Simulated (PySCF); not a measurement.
Molecule: SMILES c1([SiH](Cl)Cl)ccc([SiH2]F)cc1. Atoms near the plane z = 1.5 Å, at the GFN2-xTB optimised geometry (x, y, z in Å): C4 (-1.8, -2.5, 2.6), C5 (-1.3, -1.8, 1.5), C6 (-1.1, -0.4, 1.5), C7 (-1.5, 0.3, 2.7), Si9 (-0.4, 0.5, 0.0), Cl10 (-1.0, 2.4, 0.0), H14 (-1.9, -3.6, 2.6), H15 (-1.0, -2.4, 0.6), H16 (-1.4, 1.3, 2.7), H18 (1.0, 0.5, 0.0).

Calculation: PySCF with PBE0/def2-SVP. Cells within 0.4 Å of a nucleus heavier than hydrogen are left out (blank, or x). The values are rescaled to run from 0 to 1.

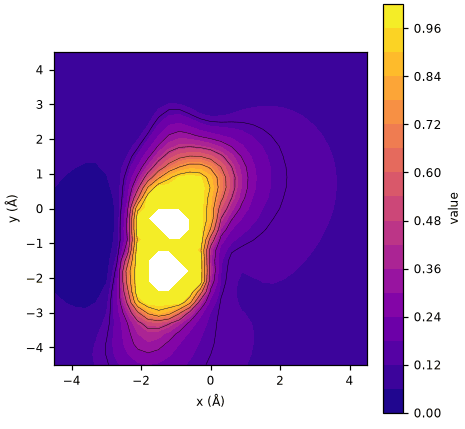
a field on the plane z = 1.5 Å.

Task: Which quantity is mapped?
A. deformation density (molecule minus spherical neutral atoms)
B. electrostatic potential
C. electron localisation function
D. log10 of the electron density

Result: B, electrostatic potential. In full: electrostatic potential (hartree/e), clipped to [-0.08, 0.12].
